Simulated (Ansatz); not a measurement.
Electronic density of states of amorphous In$_{18}$Ga$_{18}$Zn$_{18}$O$_{70}$, density 5.77 g/cm³, on a 2×2×2 Γ-centred mesh with a Gaussian width of 0.1 eV; energies count from the Fermi level. Cell and mesh are small, so fine structure isn't converged. The numbers are results of PBE, scalar-relativistic without spin-orbit coupling (plane waves to 420 eV, PAW; Ansatz, an electronic-structure program), not measurements. Sampling: a 2×2×2 Γ-centred mesh; Fermi-Dirac width 0.02 eV; no spin polarisation. The usual formal charges leave 4 electrons over, so the level spacing at the Fermi energy parts defect or band states and needn't be the band gap. The spare electrons fill defect levels or the bottom of the conduction band, and the levels at the Fermi energy are partly filled.

The cell was made by melting and quenching with the CHGNet potential and then relaxed with DFT. O atoms were pushed apart under 1.9 Å during the dynamics, to hinder bonds among them. The hot cell started wider than the set density and was brought back towards it in steps. It is the lowest in DFT energy of 4 quenches. It is a model cell: composition and starting density were chosen by hand, and all elements were melted together. No dispersion term was used. Its density started from a set value of 6.04 and ended at 5.77 g/cm³. The simulated quench (nominally 83 K/ps over its main leg) is rapid and tends to freeze in more defects than a deposited or slowly cooled glass has. Values belong to this one cell and scatter from quench to quench. Volume and shape were free in the relaxation. On a 2×2×2 Γ-centred mesh force components of up to 0.14 eV/Å stay, since the relaxation ran on the zone centre alone.

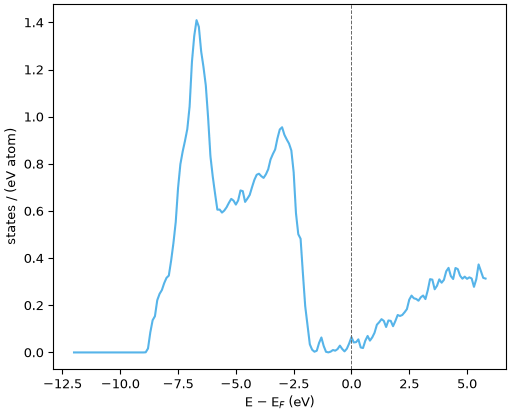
Figure: Density of states per atom
